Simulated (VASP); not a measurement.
# Gap of TiO2 (Anatase), level by level, part 2 of 4

How far up the ladder of functionals must one climb to get the gap of TiO2 (Anatase) right? The start is a cell from a database of measured crystal structures.

VASP 6.6.1, plane waves and PAW; the level of theory is named at each step.

So far, least gap on mesh and path (eV): step 2 (bands, level LDA) 1.98.

## Step 3: Bands with PBEsol

This step: PBEsol; plane waves and PAW (Ti_sv, O) (VASP 6.6.1).

PBEsol restores the gradient expansion of exchange and is tuned for the cells of solids.

Input file INCAR:

```
SYSTEM = TiO2
PREC = Accurate
ENCUT = 520
EDIFF = 1E-06
NELM = 100
ISMEAR = 0
SIGMA = 0.02
LREAL = .FALSE.
ALGO = Normal
GGA = PS
NBANDS = 40
LASPH = .TRUE.
LORBIT = 11
LWAVE = .FALSE.
LCHARG = .FALSE.
KPAR = 8
```

Input file POSCAR:

```
TiO2
1.0
   -1.8921000000      1.8921000000      4.7573000000
    1.8921000000     -1.8921000000      4.7573000000
    1.8921000000      1.8921000000     -4.7573000000
Ti O
2 4
Direct
    0.0000000000      0.0000000000      0.0000000000
    0.7500000000      0.2500000000      0.5000000000
    0.2081000000      0.2081000000      0.0000000000
    0.9581000000      0.4581000000      0.5000000000
    0.5419000000      0.0419000000      0.5000000000
    0.7919000000      0.7919000000      0.0000000000
```

Input file KPOINTS:

```
Automatic mesh
0
Gamma
5 5 5
0 0 0
```

Input file KPOINTS_OPT:

```
Line mode
16
Line-mode
Reciprocal
  0.00000000   0.00000000   0.00000000 GAMMA
  0.00000000   0.00000000   0.50000000 X

  0.00000000   0.00000000   0.50000000 X
 -0.07909283   0.07909283   0.50000000 Y

 -0.07909283   0.07909283   0.50000000 Y
 -0.28954641   0.28954641   0.28954641 S

 -0.28954641   0.28954641   0.28954641 S
  0.00000000   0.00000000   0.00000000 GAMMA

  0.00000000   0.00000000   0.00000000 GAMMA
  0.50000000   0.50000000  -0.50000000 Z

  0.50000000   0.50000000  -0.50000000 Z
  0.28954641   0.71045359  -0.28954641 S1

  0.28954641   0.71045359  -0.28954641 S1
  0.00000000   0.50000000   0.00000000 N

  0.00000000   0.50000000   0.00000000 N
  0.25000000   0.25000000   0.25000000 P

  0.25000000   0.25000000   0.25000000 P
  0.50000000   0.50000000  -0.07909283 Y1

  0.50000000   0.50000000  -0.07909283 Y1
  0.50000000   0.50000000  -0.50000000 Z

  0.00000000   0.00000000   0.50000000 X
  0.25000000   0.25000000   0.25000000 P
```

PAW data sets: Ti_sv and O (PBE family, release 64).

Run with:

```bash
$ mpirun -np 8 vasp_std
```

What it wrote:

```text
[banner, memory and clock lines left out]
running    8 mpi-ranks, on    1 nodes
 distrk:  each k-point on    1 cores,    8 groups
 distr:  one band on    1 cores,    1 groups

 POSCAR found type information on POSCAR TiO
 POSCAR found :  2 types and       6 ions
 [... a notice as in an earlier step ...]

 [... a notice as in an earlier step ...]

 LDA part: xc-table for (Slater+PW92), standard interpolation
 POSCAR, INCAR and KPOINTS ok, starting setup
 FFT: planning ... GRIDC
 FFT: planning ... GRID_SOFT
 FFT: planning ... GRID
 WAVECAR not read
 entering main loop
       N       E                     dE             d eps       ncg     rms          rms(c)
DAV:   1     0.629837792073E+03    0.62984E+03   -0.22845E+04  1448   0.139E+03
DAV:   2     0.141985678796E+02   -0.61564E+03   -0.55623E+03  1512   0.435E+02
DAV:   3    -0.676565426148E+02   -0.81855E+02   -0.80101E+02  1864   0.158E+02
DAV:   4    -0.723393264212E+02   -0.46828E+01   -0.46609E+01  2136   0.335E+01
DAV:   5    -0.724898546140E+02   -0.15053E+00   -0.15052E+00  1808   0.470E+00    0.321E+01
DAV:   6    -0.569364960661E+02    0.15553E+02   -0.37777E+01  1872   0.721E+01    0.114E+01
DAV:   7    -0.564499835476E+02    0.48651E+00   -0.71350E+00  1688   0.257E+01    0.101E+01
DAV:   8    -0.562951276798E+02    0.15486E+00   -0.41492E-01  1736   0.510E+00    0.680E+00
DAV:   9    -0.563477530852E+02   -0.52625E-01   -0.50617E-01  2192   0.956E+00    0.340E+00
DAV:  10    -0.562468227740E+02    0.10093E+00   -0.15237E-01  1776   0.409E+00    0.191E+00
DAV:  11    -0.562173367472E+02    0.29486E-01   -0.45680E-02  1928   0.293E+00    0.506E-01
DAV:  12    -0.562165817713E+02    0.75498E-03   -0.63582E-03  1648   0.648E-01    0.337E-01
DAV:  13    -0.562161915696E+02    0.39020E-03   -0.95402E-04  1840   0.179E-01    0.852E-02
DAV:  14    -0.562161303459E+02    0.61224E-04   -0.41359E-04  1728   0.948E-02    0.446E-02
DAV:  15    -0.562161268559E+02    0.34900E-05   -0.28285E-05  1808   0.317E-02    0.280E-02
DAV:  16    -0.562161200027E+02    0.68532E-05   -0.12244E-05  1888   0.519E-02    0.902E-03
DAV:  17    -0.562161197055E+02    0.29716E-06   -0.19988E-06  1504   0.104E-02
   1 F= -.56216120E+02 E0= -.56216120E+02  d E =-.179136E-22
 Start KPOINTS_OPT (optional k-point list driver)
k-point batch [1-18\176]
       N       E                     dE             ncg
DAV:   1     0.101180274663E+03   -0.19332E+05     1440
DAV:   2    -0.102601861001E+05   -0.10361E+05     1520
DAV:   3    -0.115718396689E+05   -0.13117E+04     1888
DAV:   4    -0.116632635116E+05   -0.91424E+02     2128
DAV:   5    -0.116663577695E+05   -0.30943E+01     1720
DAV:   6    -0.116664477692E+05   -0.90000E-01     1904
DAV:   7    -0.116664488595E+05   -0.10903E-02     1728
DAV:   8    -0.116664488969E+05   -0.37320E-04     1784
DAV:   9    -0.116664488970E+05   -0.18125E-06     1048
[...]
k-point batch [163-176\176]
       N       E                     dE             ncg
DAV:   1     0.526706608680E+04   -0.26017E+05     1120
DAV:   2    -0.279181854056E+04   -0.80589E+04     1152
DAV:   3    -0.383620993448E+04   -0.10444E+04     1520
DAV:   4    -0.390699106967E+04   -0.70781E+02     1592
DAV:   5    -0.390914644927E+04   -0.21554E+01     1376
DAV:   6    -0.390917427492E+04   -0.27826E-01     1576
DAV:   7    -0.390917460105E+04   -0.32614E-03     1408
DAV:   8    -0.390917460495E+04   -0.39022E-05     1120
DAV:   9    -0.390917460507E+04   -0.11396E-06      824
```

Run time: 76 s. Hardware: 8 MPI ranks of Intel Xeon Platinum 8559C (Emerald Rapids), shared host; peak memory 2.6 GiB; 10 min of CPU time.

Parts of OUTCAR (step 3):

```text
 Found     18 irreducible k-points:

   NELECT =      48.0000    total number of electrons

 E-fermi :   3.4068

 k-point     1 :       0.0000    0.0000    0.0000
  band No.  band energies     occupation
    ...
     20       2.5117      2.00000
     21       2.5166      2.00000
     22       2.5166      2.00000
     23       2.8049      2.00000
     24       2.8049      2.00000
     25       5.3365      0.00000
     26       6.1001      0.00000
     27       7.2494      0.00000
     28       7.2494      0.00000
     29       7.2838      0.00000
    ...

 k-point     2 :       0.2000   -0.0000    0.0000
  band No.  band energies     occupation
    ...
     20       1.7824      2.00000
     21       2.1192      2.00000
     22       2.4980      2.00000
     23       2.5247      2.00000
     24       2.8000      2.00000
     25       6.0700      0.00000
     26       6.2863      0.00000
     27       6.6357      0.00000
     28       6.9025      0.00000
     29       7.1640      0.00000
    ...

  Total       -0.3013939     -0.3013939      0.1135546      0.0000000      0.0000000      0.0000000
  in kB       -7.0882070     -7.0882070      2.6705871      0.0000000      0.0000000      0.0000000
  external PRESSURE =      -3.8352756 kB  Pullay stress =       0.0000000 kB

 POSITION                                       TOTAL-FORCE (eV/Angst)
 -----------------------------------------------------------------------------------
      0.00000      0.00000      0.00000         0.000000      0.000000      0.000000
      0.00000      1.89210      2.37865         0.000000      0.000000      0.000000
      0.00000      0.00000      1.97999        -0.000000     -0.000000      0.007992
      0.00000      1.89210      4.35864        -0.000000     -0.000000      0.007992
      0.00000      1.89210      0.39866         0.000000      0.000000     -0.007992
      0.00000      0.00000      7.53461        -0.000000     -0.000000     -0.007992
 -----------------------------------------------------------------------------------
    total drift:                                0.000000      0.000000      0.000000

  FREE ENERGIE OF THE ION-ELECTRON SYSTEM (eV)
  ---------------------------------------------------
  free  energy   TOTEN  =       -56.2161197055 eV

  energy  without entropy=      -56.2161197055  energy(sigma->0) =      -56.21611971

 total charge
# of ion       s       p       d       tot
------------------------------------------
    1        2.228   6.307   1.766  10.301
    2        2.228   6.307   1.766  10.301
    3        1.567   3.487   0.000   5.055
    4        1.567   3.487   0.000   5.055
    5        1.567   3.487   0.000   5.055
    6        1.567   3.487   0.000   5.055
--------------------------------------------------
tot         10.726  26.563   3.532  40.820

[... 9 parts as in an earlier step ...]

[... 5 further parts left out ...]
```

The PAW data sets were made with PBE, which is usual practice but a small mismatch for other functionals.

Numbers from this step:

| Property | Result |
| --- | --- |
| free energy (TOTEN) | -56.2161 eV |
| Fermi energy | 3.407 eV |
| pressure | -0.3835 GPa |
| least gap on mesh and path | 2.046 eV |
| least direct gap on mesh and path | 2.395 eV |

Electronic bands along the path, in eV, zero at the valence-band top; v1 is the highest filled band, c1 the lowest empty one:

```csv
point,v4,v3,v2,v1,c1,c2,c3,c4
Γ,-0.77,-0.77,-0.49,-0.49,2.05,2.81,3.96,3.96
X,-2.10,-2.10,-0.05,-0.05,3.31,3.31,3.80,3.80
Y,-1.94,-1.94,-0.09,-0.09,3.28,3.28,3.74,3.74
S,-1.21,-0.95,-0.93,-0.83,3.17,3.45,3.54,3.60
Γ,-0.77,-0.77,-0.49,-0.49,2.05,2.81,3.96,3.96
Z,-1.28,-1.28,-0.13,-0.13,2.41,2.41,3.74,3.74
S1,-1.21,-0.95,-0.93,-0.83,3.17,3.45,3.54,3.60
N,-2.00,-0.98,-0.85,-0.65,3.19,3.52,3.54,3.64
P,-1.62,-1.62,-0.26,-0.26,3.55,3.55,3.58,3.58
Y1,-1.94,-1.94,-0.09,-0.09,3.28,3.28,3.74,3.74
Z,-1.28,-1.28,-0.13,-0.13,2.41,2.41,3.74,3.74
jump to X,-2.10,-2.10,-0.05,-0.05,3.31,3.31,3.80,3.80
P,-1.62,-1.62,-0.26,-0.26,3.55,3.55,3.58,3.58
```

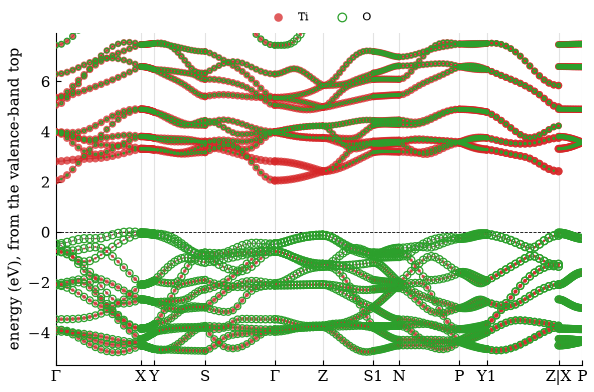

Electronic bands along the path; dots are coloured as in the legend, and their area grows with the weight.

The gap is 2.05 eV, indirect. Against LDA that is +0.07 eV; the cost is about the same. The gap lies -1.21 eV from the measured 3.26 eV.

## Step 4: Bands with PBE

This step: PBE; plane waves and PAW (Ti_sv, O) (VASP 6.6.1).

PBE, the usual starting point, adds the gradient of the density.

Changes to INCAR since step 3:

```diff
@@ -9,3 +9,3 @@
 ALGO = Normal
-GGA = PS
+GGA = PE
 NBANDS = 40
```

POSCAR is that of step 3.

KPOINTS is that of step 3.

KPOINTS_OPT is that of step 3.

Run with:

```bash
$ mpirun -np 8 vasp_std
```

What it wrote:

```text
[banner, memory and clock lines left out]
running    8 mpi-ranks, on    1 nodes
[...]
[... a notice as in an earlier step ...]

 LDA part: xc-table for (Slater+PW92), standard interpolation
 POSCAR, INCAR and KPOINTS ok, starting setup
[...]
entering main loop
       N       E                     dE             d eps       ncg     rms          rms(c)
DAV:   1     0.635621946835E+03    0.63562E+03   -0.22916E+04  1448   0.139E+03
DAV:   2     0.164468860155E+02   -0.61918E+03   -0.55886E+03  1512   0.436E+02
DAV:   3    -0.661816649854E+02   -0.82629E+02   -0.80906E+02  1864   0.160E+02
DAV:   4    -0.708647597809E+02   -0.46831E+01   -0.46616E+01  2160   0.337E+01
[...]
DAV:  15    -0.538247122755E+02    0.64024E-05   -0.46816E-05  1736   0.495E-02    0.359E-02
DAV:  16    -0.538246930282E+02    0.19247E-04   -0.21821E-05  2152   0.617E-02    0.192E-03
DAV:  17    -0.538246934257E+02   -0.39752E-06   -0.24833E-06  1512   0.982E-03
   1 F= -.53824693E+02 E0= -.53824693E+02  d E =-.147324E-49
 Start KPOINTS_OPT (optional k-point list driver)
k-point batch [1-18\176]
       N       E                     dE             ncg
DAV:   1     0.184355657374E+03   -0.19248E+05     1440
DAV:   2    -0.102018393724E+05   -0.10386E+05     1520
DAV:   3    -0.115188420966E+05   -0.13170E+04     1880
DAV:   4    -0.116120786176E+05   -0.93237E+02     2144
DAV:   5    -0.116153239992E+05   -0.32454E+01     1704
DAV:   6    -0.116154354907E+05   -0.11149E+00     1936
DAV:   7    -0.116154370054E+05   -0.15148E-02     1712
DAV:   8    -0.116154370426E+05   -0.37137E-04     1688
DAV:   9    -0.116154370428E+05   -0.21729E-06     1056
[...]
k-point batch [163-176\176]
       N       E                     dE             ncg
DAV:   1     0.532998155355E+04   -0.25954E+05     1120
DAV:   2    -0.274340869038E+04   -0.80734E+04     1144
DAV:   3    -0.379503360844E+04   -0.10516E+04     1520
DAV:   4    -0.386662906957E+04   -0.71595E+02     1600
DAV:   5    -0.386879859656E+04   -0.21695E+01     1376
DAV:   6    -0.386882769837E+04   -0.29102E-01     1568
DAV:   7    -0.386882805429E+04   -0.35592E-03     1392
DAV:   8    -0.386882806149E+04   -0.72036E-05     1144
DAV:   9    -0.386882806161E+04   -0.11386E-06      840
```

Wall time 71 s (8 MPI ranks); peak memory 2.7 GiB; 9.3 min of CPU time.

OUTCAR, selected parts (step 4):

```text
  Total        2.3099346      2.3099346      2.8890786      0.0000000      0.0000000      0.0000000
  in kB       54.3252293     54.3252293     67.9455845      0.0000000      0.0000000      0.0000000
  external PRESSURE =      58.8653477 kB  Pullay stress =       0.0000000 kB

 POSITION                                       TOTAL-FORCE (eV/Angst)
 -----------------------------------------------------------------------------------
      0.00000      0.00000      0.00000        -0.000000     -0.000000      0.000000
      0.00000      1.89210      2.37865        -0.000000     -0.000000      0.000000
      0.00000      0.00000      1.97999         0.000000     -0.000000      0.120557
      0.00000      1.89210      4.35864        -0.000000      0.000000      0.120557
      0.00000      1.89210      0.39866        -0.000000      0.000000     -0.120557
      0.00000      0.00000      7.53461         0.000000     -0.000000     -0.120557
 -----------------------------------------------------------------------------------
    total drift:                                0.000000      0.000000      0.000000

  FREE ENERGIE OF THE ION-ELECTRON SYSTEM (eV)
  ---------------------------------------------------
  free  energy   TOTEN  =       -53.8246934257 eV

  energy  without entropy=      -53.8246934257  energy(sigma->0) =      -53.82469343

[... 2 parts as in an earlier step ...]

[... 1 further part left out ...]
[key lines of the parts left out:]
E-fermi :   3.5995
```

At this level the cell is under a pressure of 5.9 GPa, so at these settings it is away from equilibrium.

The electronic bands at the labelled points (eV, zero at the valence-band top; v1 is the highest filled band, c1 the lowest empty one):

| point | v4 | v3 | v2 | v1 | c1 | c2 | c3 | c4 |
| --- | --- | --- | --- | --- | --- | --- | --- | --- |
| Γ | -0.77 | -0.77 | -0.48 | -0.48 | 2.09 | 2.83 | 3.97 | 3.97 |
| X | -2.07 | -2.07 | -0.05 | -0.05 | 3.33 | 3.33 | 3.80 | 3.80 |
| Y | -1.91 | -1.91 | -0.09 | -0.09 | 3.30 | 3.30 | 3.75 | 3.75 |
| S | -1.20 | -0.94 | -0.91 | -0.83 | 3.20 | 3.46 | 3.56 | 3.60 |
| Γ | -0.77 | -0.77 | -0.48 | -0.48 | 2.09 | 2.83 | 3.97 | 3.97 |
| Z | -1.27 | -1.27 | -0.13 | -0.13 | 2.45 | 2.45 | 3.75 | 3.75 |
| S1 | -1.20 | -0.94 | -0.91 | -0.83 | 3.20 | 3.46 | 3.56 | 3.60 |
| N | -1.97 | -0.96 | -0.85 | -0.65 | 3.22 | 3.54 | 3.55 | 3.65 |
| P | -1.60 | -1.60 | -0.25 | -0.25 | 3.56 | 3.56 | 3.59 | 3.59 |
| Y1 | -1.91 | -1.91 | -0.09 | -0.09 | 3.30 | 3.30 | 3.75 | 3.75 |
| Z | -1.27 | -1.27 | -0.13 | -0.13 | 2.45 | 2.45 | 3.75 | 3.75 |
| jump to X | -2.07 | -2.07 | -0.05 | -0.05 | 3.33 | 3.33 | 3.80 | 3.80 |
| P | -1.60 | -1.60 | -0.25 | -0.25 | 3.56 | 3.56 | 3.59 | 3.59 |

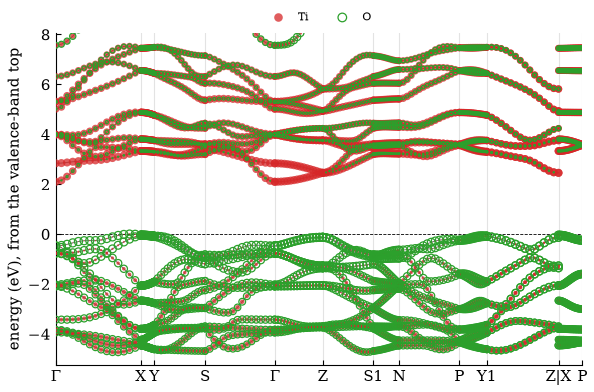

Electronic bands along the path; dots are coloured as in the legend, and their area grows with the weight.

The gap is 2.09 eV, indirect. Against LDA that is +0.11 eV; the cost is about the same. The gap lies -1.17 eV from the measured 3.26 eV.

## Step 5: Bands with r2SCAN

This step: r2SCAN; plane waves and PAW (Ti_sv, O) (VASP 6.6.1).

r2SCAN adds the kinetic-energy density, costs more than a GGA and is run with LASPH.

Changes to INCAR since step 4:

```diff
@@ -9,5 +9,5 @@
 ALGO = Normal
-GGA = PE
+METAGGA = R2SCAN
+LASPH = .TRUE.
 NBANDS = 40
-LASPH = .TRUE.
 LORBIT = 11
```

POSCAR is that of step 4.

KPOINTS is that of step 4.

KPOINTS_OPT is that of step 4.

Run with:

```bash
$ mpirun -np 8 vasp_std
```

What it wrote:

```text
[banner, memory and clock lines left out]
running    8 mpi-ranks, on    1 nodes
[...]
[... a notice as in an earlier step ...]

 [... a notice as in an earlier step ...]

 LDA part: xc-table for (None), standard interpolation
 POSCAR, INCAR and KPOINTS ok, starting setup
[...]
entering main loop
       N       E                     dE             d eps       ncg     rms          rms(c)
DAV:   1     0.628102648963E+03    0.62810E+03   -0.23203E+04  1448   0.142E+03
DAV:   2    -0.117107866837E+02   -0.63981E+03   -0.58030E+03  1512   0.448E+02
DAV:   3    -0.965184049416E+02   -0.84808E+02   -0.83116E+02  1896   0.164E+02
DAV:   4    -0.101717390297E+03   -0.51990E+01   -0.51678E+01  2224   0.349E+01
[...]
DAV:  14    -0.698546547613E+02   -0.62806E-05   -0.20306E-05  1888   0.377E-02    0.275E-02
DAV:  15    -0.698546482426E+02    0.65187E-05   -0.11662E-05  2008   0.493E-02    0.460E-03
DAV:  16    -0.698546481310E+02    0.11162E-06   -0.13101E-06  1272   0.900E-03
   1 F= -.69854648E+02 E0= -.69854648E+02  d E =-.883904E-12
 Start KPOINTS_OPT (optional k-point list driver)
k-point batch [1-18\176]
       N       E                     dE             ncg
DAV:   1    -0.256502984298E+03   -0.19689E+05     1440
DAV:   2    -0.110386430326E+05   -0.10782E+05     1520
DAV:   3    -0.123967161036E+05   -0.13581E+04     1880
DAV:   4    -0.124926692432E+05   -0.95953E+02     2160
DAV:   5    -0.124961848562E+05   -0.35156E+01     1720
DAV:   6    -0.124963035330E+05   -0.11868E+00     1928
DAV:   7    -0.124963049986E+05   -0.14656E-02     1688
DAV:   8    -0.124963050395E+05   -0.40906E-04     1688
DAV:   9    -0.124963050397E+05   -0.21305E-06     1072
[...]
k-point batch [163-176\176]
       N       E                     dE             ncg
DAV:   1     0.498282814051E+04   -0.26301E+05     1120
DAV:   2    -0.339292184937E+04   -0.83757E+04     1144
DAV:   3    -0.447798378731E+04   -0.10851E+04     1504
DAV:   4    -0.455317302587E+04   -0.75189E+02     1608
DAV:   5    -0.455556043583E+04   -0.23874E+01     1376
DAV:   6    -0.455559211992E+04   -0.31684E-01     1552
DAV:   7    -0.455559250824E+04   -0.38832E-03     1376
DAV:   8    -0.455559251604E+04   -0.77985E-05     1168
DAV:   9    -0.455559251617E+04   -0.12715E-06      840
```

Run time: 3.9 min. Hardware: 8 MPI ranks; peak memory 2.8 GiB.

From OUTCAR (step 5):

```text
  Total        0.6439141      0.6439141      0.9604678      0.0000000      0.0000000      0.0000000
  in kB       15.1436248     15.1436248     22.5883594      0.0000000      0.0000000      0.0000000
  external PRESSURE =      17.6252030 kB  Pullay stress =       0.0000000 kB

 POSITION                                       TOTAL-FORCE (eV/Angst)
 -----------------------------------------------------------------------------------
      0.00000      0.00000      0.00000         0.000000      0.000000     -0.000000
      0.00000      1.89210      2.37865         0.000000      0.000000     -0.000000
      0.00000      0.00000      1.97999         0.000000     -0.000000      0.034832
      0.00000      1.89210      4.35864        -0.000000      0.000000      0.034832
      0.00000      1.89210      0.39866        -0.000000      0.000000     -0.034832
      0.00000      0.00000      7.53461         0.000000     -0.000000     -0.034832
 -----------------------------------------------------------------------------------
    total drift:                                0.000000      0.000000      0.000000

  FREE ENERGIE OF THE ION-ELECTRON SYSTEM (eV)
  ---------------------------------------------------
  free  energy   TOTEN  =       -69.8546481310 eV

  energy  without entropy=      -69.8546481310  energy(sigma->0) =      -69.85464813

[... 2 parts as in an earlier step ...]

[... 1 further part left out ...]
[key lines of the parts left out:]
E-fermi :   3.1325
```

Electronic bands along the path, in eV, zero at the valence-band top; v1 is the highest filled band, c1 the lowest empty one:

```
    point     v4     v3     v2     v1    c1    c2    c3    c4
        Γ  -0.79  -0.79  -0.50  -0.50  2.52  3.27  4.41  4.41
        X  -2.11  -2.11  -0.05  -0.05  3.75  3.75  4.22  4.22
        Y  -1.95  -1.95  -0.09  -0.09  3.72  3.72  4.16  4.16
        S  -1.24  -0.98  -0.94  -0.87  3.62  3.90  3.97  4.02
        Γ  -0.79  -0.79  -0.50  -0.50  2.52  3.27  4.41  4.41
        Z  -1.32  -1.32  -0.15  -0.15  2.88  2.88  4.20  4.20
       S1  -1.24  -0.98  -0.94  -0.87  3.62  3.90  3.97  4.02
        N  -1.98  -0.99  -0.89  -0.68  3.65  3.95  3.96  4.07
        P  -1.64  -1.64  -0.24  -0.24  3.97  3.97  4.01  4.01
       Y1  -1.95  -1.95  -0.09  -0.09  3.72  3.72  4.16  4.16
        Z  -1.32  -1.32  -0.15  -0.15  2.88  2.88  4.20  4.20
jump to X  -2.11  -2.11  -0.05  -0.05  3.75  3.75  4.22  4.22
        P  -1.64  -1.64  -0.24  -0.24  3.97  3.97  4.01  4.01
```

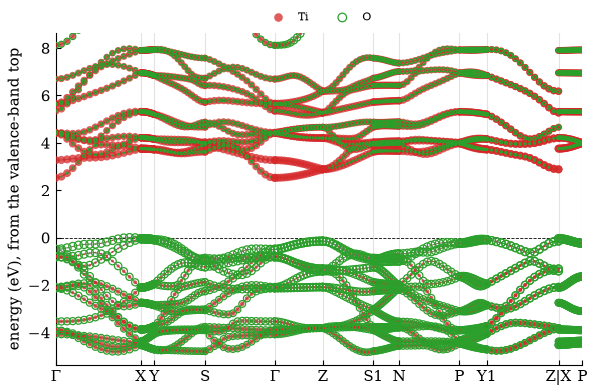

Electronic bands along the path; dots are coloured as in the legend, and their area grows with the weight.

The gap is 2.52 eV, indirect. Against LDA that is +0.54 eV; this run took 3.4 times the core time. The gap lies -0.74 eV from the measured 3.26 eV.

[end of part 2 of 4]

[Lines on the potential files, build, host, timing and source positions are cut from VASP's logs without a mark.]

[Logs are printed without paths, hosts, clocks, repeated set-up lines and the standing remarks that a program may print on its own settings, such as how far it seeks lower states.]

[Hosts, paths, dates, database ids (printed as entryN), source tags and the programs' standing remarks are cut or masked in the printed files.]

[Measured values are set beside computed ones only where the two were judged alike; some that the calculation misses by far are left out.]
